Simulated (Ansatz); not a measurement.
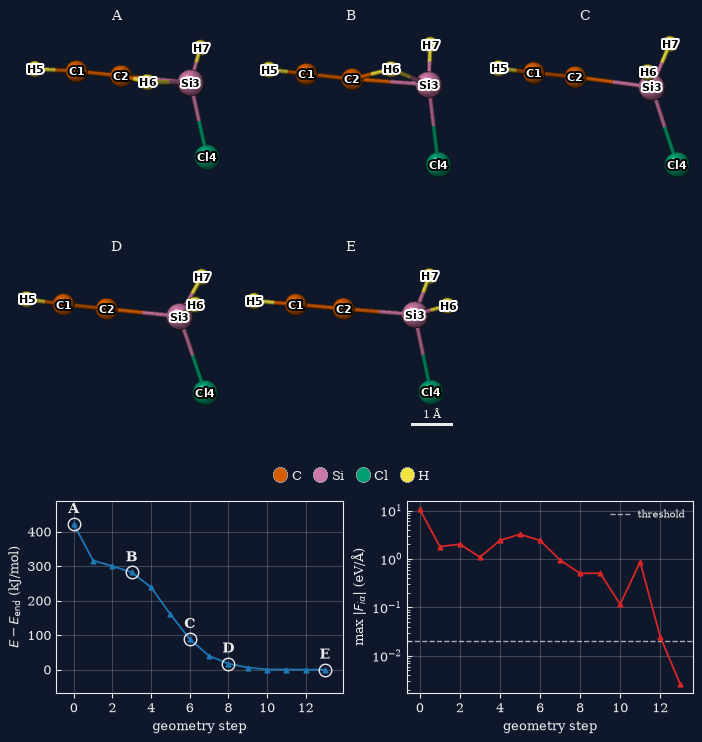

Frames of a relaxation of C$_{2}$H$_{3}$ClSi, marked on the history of the run. Style: ball-and-stick. Shown at a tilt.

The run prepares an end point of a later path (hydrogen shift) calculation, from a guessed geometry.

Computed with RKS B3LYP-D4/cc-pVDZ in Ansatz.

Input file:
```yaml
crystal:
  periodic: [false, false, false]
  atoms:
    - { symbol: C, position_ang: [-0.4866, 0.4683, -1.8781] }
    - { symbol: C, position_ang: [-0.1801, 0.2322, -0.7785] }
    - { symbol: Si, position_ang: [0.3436, -0.1991, 0.9389] }
    - { symbol: Cl, position_ang: [-0.9537, -1.401, 1.8201] }
    - { symbol: H, position_ang: [-0.8552, 0.7503, -2.8942] }
    - { symbol: H, position_ang: [-0.51835, 1.01734, -0.10231] }
    - { symbol: H, position_ang: [1.6871, -0.945, 0.945] }
basis:
  gaussian: { orbitals: cc-pVDZ }
hamiltonian:
  xc: b3lyp
  dispersion: d4
relax:
  f_tol: 0.02
  max_steps: 50
output:
  orbitals: {}
```

Launched with:
```bash
ansatz run input.yaml --threads 1 --pin off --max-ram 2048MiB --backend cpu --events-out ev --progress --plain --runs-dir out
```

> What happens along the run?

The atom that moves furthest after the best rigid fit is H6 (1.66 Å). By element the largest moves are H 1.66 Å, C 0.39 Å, Si 0.30 Å, Cl 0.27 Å. Among the contacts that change: C2–H6 1.090 → 2.726 Å, Si3–H6 1.818 → 1.487 Å, Si3–Cl4 1.976 → 2.096 Å, C1–C2 1.166 → 1.218 Å. Bonds break, among them: C2–H6 (1.09 → 2.73 Å). Among the angles between lasting bonds that change: C2–Si3–H6 34.6° → 110.0°, H6–Si3–H7 137.8° → 111.6°, C2–C1–H5 174.8° → 179.8°. Over 13 geometry steps the energy falls by 422.2 kJ/mol. Largest force component: 11 eV/Å at the start, 0.0026 eV/Å at the end. From step 0 to 3: H6 moves most (0.41 Å), energy −140.1 kJ/mol. From step 3 to 6: H6 moves most (0.57 Å), energy −193.6 kJ/mol. From step 6 to 8: H6 moves most (0.39 Å), energy −71.0 kJ/mol. From step 8 to 13: H6 moves most (0.46 Å), energy −17.6 kJ/mol.
